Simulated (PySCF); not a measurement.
**[Yb(NH3)]2+: a change of charge**

How does [Yb(NH3)]2+ respond at fixed geometry? The runs cover a change of charge. The species was built from a template and needn't be a known compound.

The runs use PySCF 2.14.0; PBE0, Yb def2-SVP with ECP28, N def2-SVP, H def2-SVP; scalar-relativistic core potentials, no spin–orbit coupling.

1 further run of the same task is left out (for a known fault of the program).

## 1. Starting geometry

5 atoms, charge 2, spin multiplicity 1.

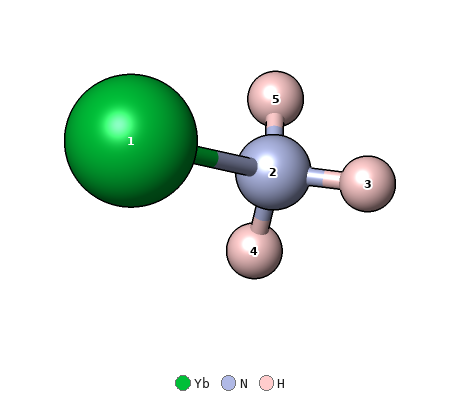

The geometry (ytterbium green, nitrogen light blue, hydrogen pink); atoms are numbered from 1 in the order of the file.

As a file:

```tsv
atom	x (Å)	y (Å)	z (Å)
Yb1	0.0000	0.0000	-0.1046
N2	0.0000	0.0000	2.3131
H3	0.9327	0.0000	2.7523
H4	-0.4664	0.8077	2.7523
H5	-0.4663	-0.8078	2.7523
```

Formal oxidation states: Yb +2. An earlier session relaxed this geometry at PBE0, Yb def2-SVP with ECP28, N def2-SVP, H def2-SVP (singlet, point group C3v).

Its energy there is -1215.048201 Eh.

## 2. One electron removed, multiplicity 2

Contents of run.py (the lines that set the calculation):

```python
mol = gto.M(atom='''
Yb     0.00000     0.00000    -0.10455
N      0.00000     0.00000     2.31313
H      0.93270     0.00004     2.75234
H     -0.46638     0.80773     2.75234
H     -0.46632    -0.80776     2.75234''',
    basis={'Yb': 'def2-SVP', 'N': 'def2-SVP', 'H': 'def2-SVP'},
    ecp={'Yb': 'def2-SVP'},
    charge=3, spin=1)
mf = dft.UKS(mol, xc='PBE0')
mf.grids.atom_grid = (50, 194)  # f atoms: unpruned, at least (60, 302)
mf = mf.density_fit()  # fitting sets: Yb def2-universal-JKFIT, N def2-universal-JKFIT, H def2-universal-JKFIT
mf.conv_tol = 1e-08; mf.max_cycle = 55
mf.kernel(dm0)  # dm0: the density of the relaxed state
```

Command:

```console
OMP_NUM_THREADS=2 python run.py
```

Standard output:

```text
init E= -1215.05915237326
  HOMO = -0.65386898101  LUMO = -0.651778182226  gap/eV = 0.05689
cycle= 1 E= -1213.92129260341  delta_E= 1.14  |g|= 1.62  |ddm|= 0.802
  HOMO = -1.03854294828  LUMO = -1.03207797203  gap/eV = 0.17592
cycle= 2 E= -1211.98486091574  delta_E= 1.94  |g|= 4.74  |ddm|= 1.76
  HOMO = -1.06856529791  LUMO = -1.0307942707  gap/eV = 1.02780
cycle= 3 E= -1214.20279922608  delta_E= -2.22  |g|= 0.511  |ddm|= 1.22
  HOMO = -1.01972401693  LUMO = -0.940791612463  gap/eV = 2.14786
cycle= 4 E= -1214.22867067407  delta_E= -0.0259  |g|= 0.175  |ddm|= 0.176
  HOMO = -1.03269887238  LUMO = -0.940183707567  gap/eV = 2.51747
cycle= 5 E= -1214.23234299227  delta_E= -0.00367  |g|= 0.128  |ddm|= 0.15
  HOMO = -1.03071283039  LUMO = -0.936207141363  gap/eV = 2.57163
cycle= 6 E= -1214.23535831257  delta_E= -0.00302  |g|= 0.0133  |ddm|= 0.0687
  HOMO = -1.03085290011  LUMO = -0.935548548852  gap/eV = 2.59336
cycle= 7 E= -1214.235383151  delta_E= -2.48e-05  |g|= 0.0115  |ddm|= 0.00801
  HOMO = -1.03068120759  LUMO = -0.935096761561  gap/eV = 2.60099
cycle= 8 E= -1214.23539161666  delta_E= -8.47e-06  |g|= 0.00917  |ddm|= 0.0042
  HOMO = -1.03039625878  LUMO = -0.934757783651  gap/eV = 2.60246
cycle= 9 E= -1214.23540128385  delta_E= -9.67e-06  |g|= 0.00342  |ddm|= 0.00277
  HOMO = -1.03034217457  LUMO = -0.934647412549  gap/eV = 2.60399
cycle= 10 E= -1214.23540261546  delta_E= -1.33e-06  |g|= 0.00119  |ddm|= 0.00102
  HOMO = -1.03032382944  LUMO = -0.93460094964  gap/eV = 2.60475
cycle= 11 E= -1214.23540279562  delta_E= -1.8e-07  |g|= 0.000179  |ddm|= 0.000459
  HOMO = -1.03031916403  LUMO = -0.934594135364  gap/eV = 2.60481
cycle= 12 E= -1214.23540280121  delta_E= -5.58e-09  |g|= 2.41e-05  |ddm|= 9.91e-05
  HOMO = -1.03031695509  LUMO = -0.934589368551  gap/eV = 2.60488
Extra cycle  E= -1214.23540280068  delta_E= 5.25e-10  |g|= 0.000129  |ddm|= 8.42e-05
converged SCF energy = -1214.23540280068  <S^2> = 0.75571958  2S+1 = 2.0057114
```

Wall time 3.1 s (2 threads of Intel Xeon at 2.60GHz (Ice Lake), shared host).

Read off: E = -1214.235403 Eh (+22.117 eV from the relaxed state), HOMO -28.04 eV, LUMO -25.43 eV (over both spins), ⟨S²⟩ = 0.756, Mulliken charge on Yb1 +2.33 e. 

## 3. One electron added, multiplicity 2

run.py (the lines that set the calculation), as its differences from that of step 2:

```diff
@@ -8,3 +8,3 @@
     ecp={'Yb': 'def2-SVP'},
-    charge=3, spin=1)
+    charge=1, spin=1)
 mf = dft.UKS(mol, xc='PBE0')
```

Command:

```console
OMP_NUM_THREADS=2 python run.py
```

Standard output:

```text
init E= -1215.05831029938
  HOMO = -0.445960327952  LUMO = -0.443554681499  gap/eV = 0.06546
cycle= 1 E= -1215.42132395869  delta_E= -0.363  |g|= 0.107  |ddm|= 1.82
  HOMO = -0.30030343691  LUMO = -0.216779985098  gap/eV = 2.27279
cycle= 2 E= -1215.42556565854  delta_E= -0.00424  |g|= 0.214  |ddm|= 0.675
  HOMO = -0.306450272565  LUMO = -0.222857119317  gap/eV = 2.27469
cycle= 3 E= -1215.43036012239  delta_E= -0.00479  |g|= 0.0398  |ddm|= 0.0682
  HOMO = -0.314633264266  LUMO = -0.231235109478  gap/eV = 2.26938
cycle= 4 E= -1215.43061921023  delta_E= -0.000259  |g|= 0.0118  |ddm|= 0.035
  HOMO = -0.315976559558  LUMO = -0.23257258104  gap/eV = 2.26954
cycle= 5 E= -1215.43065085827  delta_E= -3.16e-05  |g|= 0.0067  |ddm|= 0.0163
  HOMO = -0.316150741061  LUMO = -0.232763734469  gap/eV = 2.26908
cycle= 6 E= -1215.43066657372  delta_E= -1.57e-05  |g|= 0.0013  |ddm|= 0.00694
  HOMO = -0.316133633331  LUMO = -0.232743160144  gap/eV = 2.26917
cycle= 7 E= -1215.43066804818  delta_E= -1.47e-06  |g|= 0.00075  |ddm|= 0.00386
  HOMO = -0.316126481513  LUMO = -0.232744534222  gap/eV = 2.26894
cycle= 8 E= -1215.43066845805  delta_E= -4.1e-07  |g|= 0.000206  |ddm|= 0.00134
  HOMO = -0.316135703141  LUMO = -0.232757474095  gap/eV = 2.26884
cycle= 9 E= -1215.43066858492  delta_E= -1.27e-07  |g|= 5.75e-05  |ddm|= 0.00149
  HOMO = -0.316139897555  LUMO = -0.232763131761  gap/eV = 2.26880
cycle= 10 E= -1215.43066859244  delta_E= -7.52e-09  |g|= 2.63e-05  |ddm|= 0.000285
  HOMO = -0.316140502606  LUMO = -0.232763837973  gap/eV = 2.26879
Extra cycle  E= -1215.43066859305  delta_E= -6.06e-10  |g|= 5.22e-05  |ddm|= 6.03e-05
converged SCF energy = -1215.43066859305  <S^2> = 0.75042286  2S+1 = 2.0004228
```

It took 2.8 s on 2 threads of Intel Xeon at 2.60GHz (Ice Lake), shared host.

Read off: E = -1215.430669 Eh (-10.407 eV from the relaxed state), HOMO -8.60 eV, LUMO -6.33 eV (over both spins), ⟨S²⟩ = 0.750, Mulliken charge on Yb1 +0.78 e. 

## 4. The states side by side

| state | energy from the relaxed state (eV) | ⟨S²⟩ | time |
| --- | --- | --- | --- |
| charge +2, singlet, vacuum (relaxed) | 0 | 0.00 |  |
| charge +1, doublet, vacuum | -10.41 | 0.75 | 2.8 s |
| charge +3, doublet, vacuum | 22.12 | 0.76 | 3.1 s |

An electron taken off or put on is at rest in vacuum. 

Removing an electron vertically costs 22.12 eV (doublet), against −HOMO = 18.33 eV. Adding an electron vertically releases 10.41 eV (doublet). These are double-zeta-type bases without diffuse functions. Spin–orbit coupling is left out.
